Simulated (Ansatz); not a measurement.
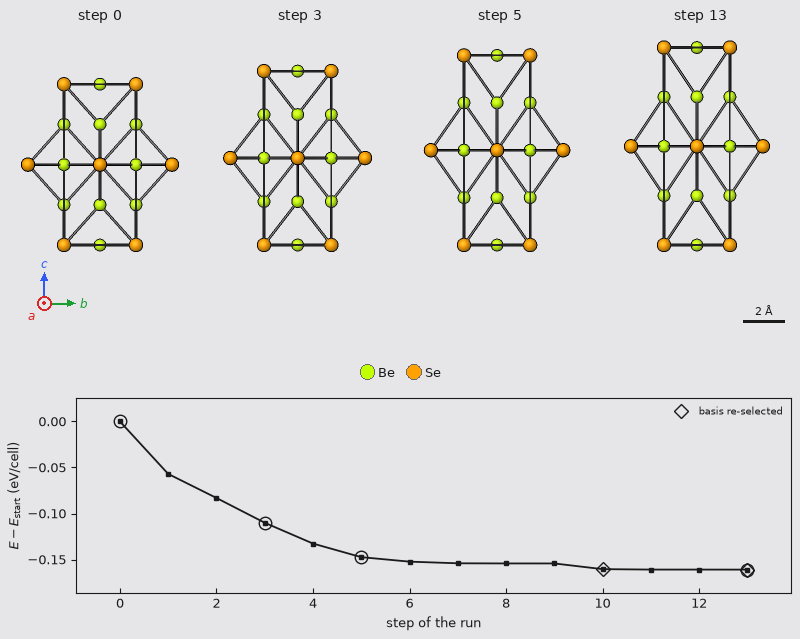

Frames of a relaxation of crystalline Be₃Se (built on the TiAl3 (D0_22)_139 type), marked on the history of the run. The picture is a ball-and-stick view of the conventional cell (2 times the calculation's cell), seen along the a axis. Lengths and directions refer to the drawn axes.

Case: TiAl3 (D0_22) type (I4/mmm, No. 139).

Method: DFT PBE, scalar-relativistic, plane waves, PAW (Ansatz 0.2.0). Set-up: plane-wave cutoff 420 eV; k-point mesh 18 × 18 × 18; occupations gaussian; smearing width 0.1 eV; no spin polarisation; cell and atoms relaxed; force threshold 0.01 eV/Å; at most 80 steps.

Q: Describe the path.

A: After 11 accepted moves (13 points after the start) the energy has fallen by 0.161 eV per cell of the calculation. All forces vanish by symmetry, so only the cell relaxes. The pressure goes from −3.91 to −0.02 GPa. At 2 points the geometry stayed and the basis and grid were re-selected for the new cell (energy shift of 6.2 meV per cell of the calculation at most each time). The atoms keep their places relative to the cell (all moves are under 0.005 Å). The drawn cell changes as follows: a = b 3.529 → 3.231 Å (−8.4 %), c 7.883 → 9.680 Å (+22.8 %); the volume changes by +3.0 %. Near-neighbour distances that change, for instance: Be–Se 2.645 → 2.910 Å, Be–Se 2.495 → 2.285 Å. The space group stays I4/mmm (No. 139). The run took 5.4 min on 1 thread of Arm Neoverse V2 (shared host), peak memory 0.63 GiB. From step 0 to 3: volume −5.3 %, energy −0.110 eV per cell of the calculation. From step 3 to 5: volume +5.1 %, energy −37.4 meV per cell of the calculation. From step 5 to 13: volume +3.5 %, energy −13.5 meV per cell of the calculation.

```json
{"step": "0", "E − E(0), meV/atom": "0.00", "pressure, GPa": "-3.91", "volume, Å³/atom": "12.270", "note": ""}
{"step": "1", "E − E(0), meV/atom": "-14.25", "pressure, GPa": "0.13", "volume, Å³/atom": "11.645", "note": ""}
{"step": "2", "E − E(0), meV/atom": "-20.78", "pressure, GPa": "1.46", "volume, Å³/atom": "11.516", "note": ""}
{"step": "3", "E − E(0), meV/atom": "-27.51", "pressure, GPa": "1.74", "volume, Å³/atom": "11.620", "note": ""}
{"step": "4", "E − E(0), meV/atom": "-33.16", "pressure, GPa": "-0.40", "volume, Å³/atom": "12.090", "note": ""}
{"step": "5", "E − E(0), meV/atom": "-36.86", "pressure, GPa": "0.82", "volume, Å³/atom": "12.212", "note": ""}
{"step": "6", "E − E(0), meV/atom": "-38.08", "pressure, GPa": "0.66", "volume, Å³/atom": "12.530", "note": ""}
{"step": "7", "E − E(0), meV/atom": "-38.52", "pressure, GPa": "-0.04", "volume, Å³/atom": "12.530", "note": ""}
{"step": "8", "E − E(0), meV/atom": "-38.56", "pressure, GPa": "0.00", "volume, Å³/atom": "12.561", "note": ""}
{"step": "9", "E − E(0), meV/atom": "-38.57", "pressure, GPa": "0.00", "volume, Å³/atom": "12.553", "note": ""}
{"step": "10", "E − E(0), meV/atom": "-40.11", "pressure, GPa": "0.16", "volume, Å³/atom": "12.553", "note": "same geometry, new basis"}
{"step": "11", "E − E(0), meV/atom": "-40.23", "pressure, GPa": "0.04", "volume, Å³/atom": "12.616", "note": ""}
{"step": "12", "E − E(0), meV/atom": "-40.23", "pressure, GPa": "-0.02", "volume, Å³/atom": "12.633", "note": ""}
{"step": "13", "E − E(0), meV/atom": "-40.24", "pressure, GPa": "-0.02", "volume, Å³/atom": "12.633", "note": "same geometry, new basis"}
```
